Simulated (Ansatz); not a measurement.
# C3H12ClN3Zr: what the fields show

The calculation's input:

```
crystal:
  periodic: [false, false, false]
  atoms:
    - {symbol: C, position_ang: [1.934320, 0.450198, -2.309233]}
    - {symbol: N, position_ang: [1.641044, -0.119505, -1.009047]}
    - {symbol: Zr, position_ang: [-0.214693, -0.093423, -0.201574]}
    - {symbol: Cl, position_ang: [-1.881855, -0.825678, -1.775486]}
    - {symbol: N, position_ang: [-0.560918, 1.796785, 0.433972]}
    - {symbol: C, position_ang: [-1.865362, 2.239764, 0.884761]}
    - {symbol: N, position_ang: [-0.163744, -1.273158, 1.442210]}
    - {symbol: C, position_ang: [-0.135295, -2.720050, 1.360436]}
    - {symbol: H, position_ang: [2.264084, -0.303279, -3.034145]}
    - {symbol: H, position_ang: [1.035174, 0.915066, -2.729712]}
    - {symbol: H, position_ang: [2.701597, 1.232273, -2.258214]}
    - {symbol: H, position_ang: [2.447154, -0.576032, -0.605014]}
    - {symbol: H, position_ang: [0.110108, 2.552342, 0.415006]}
    - {symbol: H, position_ang: [-2.573768, 1.403347, 0.873202]}
    - {symbol: H, position_ang: [-1.843241, 2.622549, 1.912387]}
    - {symbol: H, position_ang: [-2.291363, 3.018183, 0.240740]}
    - {symbol: H, position_ang: [-0.222870, -0.948588, 2.397570]}
    - {symbol: H, position_ang: [-1.028452, -3.183918, 1.795446]}
    - {symbol: H, position_ang: [-0.097486, -3.038801, 0.312390]}
    - {symbol: H, position_ang: [0.745536, -3.148073, 1.854296]}
basis:
  gaussian: {orbitals: def2-TZVPP}
hamiltonian: {xc: pbe0, dispersion: d4}
output: {orbitals: {seedname: orbitals}}
```

Launched as:

```sh
ansatz run in.yaml --threads 5 --pin off --events-out ev --progress --plain --max-ram 66560MiB --backend cuda --devices 0, --max-vram 37GiB
```

Geometry: PBE0-D4/def2-TZVP; core potentials replace the inner electrons of Zr.

All numbers below come from Ansatz 0.2.0, RKS PBE0-D4/def2-TZVPP.

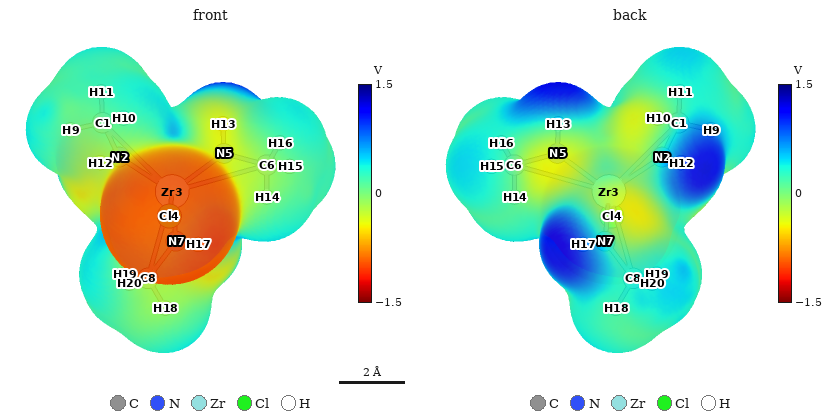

Figure 1. The electrostatic potential painted on the density surface at 0.001 e/bohr³, seen from the front and from behind; red is negative and blue positive.

Describe the electrostatic potential map.

The most negative region (about −1.0 V) lies over Cl4, the most positive (about +1.2 V) over H12, H13 and H17.

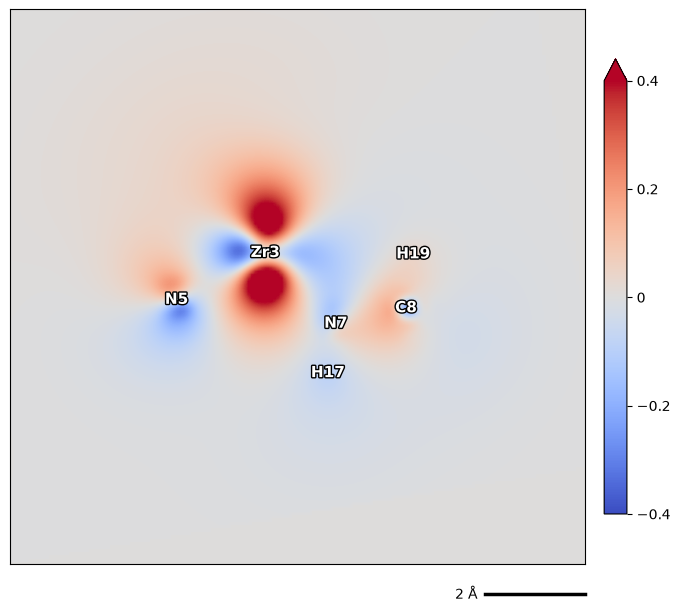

Figure 2. The LUMO on the plane of atoms Zr3, N7 and H17 (values in Å⁻³ᐟ²; the overall sign is arbitrary).

Where does this orbital lie, and at what energy?

By Hirshfeld shares it lies mainly on Zr3 (about 60 %) and Cl4 (about 5 %). It is one of a degenerate set, so its orientation is arbitrary. Its energy is −0.28 eV.

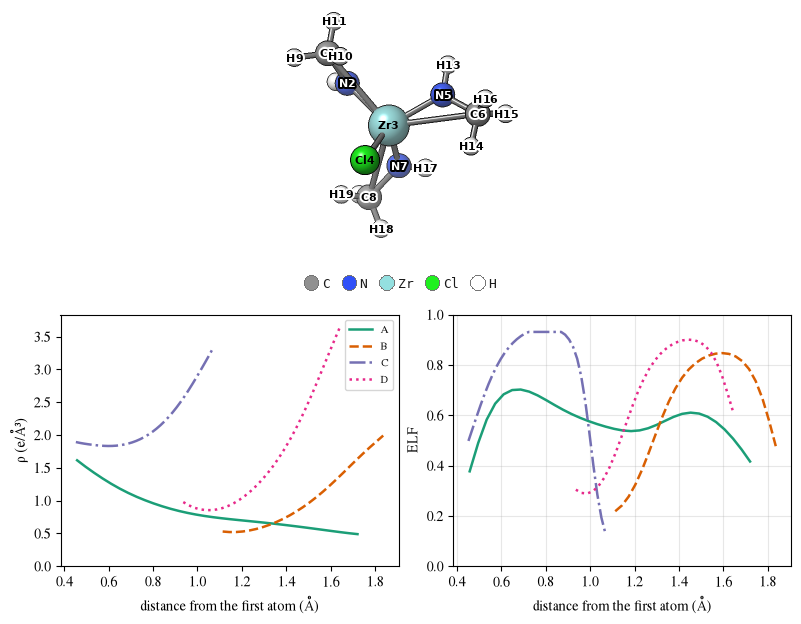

Figure 3. Electron density and ELF along straight lines between neighbouring atoms. The curves leave out the atomic cores. The structure is drawn too.

Which curve belongs to which contact (C–N, C–Zr, Zr–Cl and Zr–N)? The first atom named is at distance zero.

Curve A: C–Zr (3.06 Å): ρ at the midpoint is about 0.57 e/Å³; the ELF is about 0.60 at the midpoint. Curve B: Zr–Cl (2.41 Å): ρ is about 0.53 e/Å³ halfway; the ELF peaks at about 0.85 in the valence shell of Cl, 0.8 Å from its nucleus, and is about 0.30 at the midpoint. Curve C: C–N (1.45 Å): ρ is about 1.9 e/Å³ halfway; the ELF peaks at about 0.95 between the atoms; a shared electron pair. Curve D: Zr–N (2.02 Å): ρ is about 0.87 e/Å³ halfway; the ELF peaks at about 0.90 in the valence shell of N, 0.6 Å from its nucleus, and drops to about 0.30 between the two atoms.

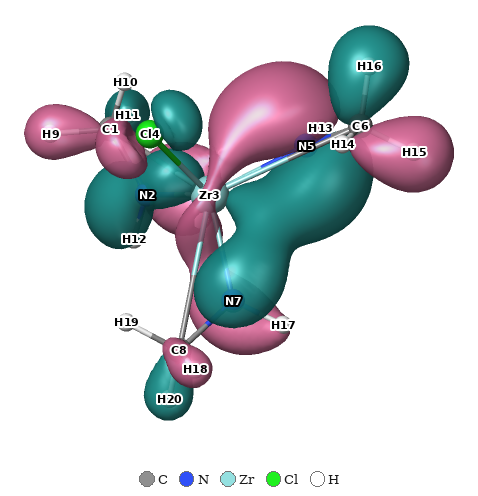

Figure 4. The HOMO−1 at ±0.08 Å⁻³ᐟ² (teal and pink are the two phases), seen at a tilt.

Describe this orbital and give its energy.

Its weight (Hirshfeld) is mainly on N5 (about 35 %), Zr3 (about 15 %), N2 (about 10 %) and N7 (about 10 %). It is one of a degenerate set, so its orientation is arbitrary. Its energy is −6.86 eV.
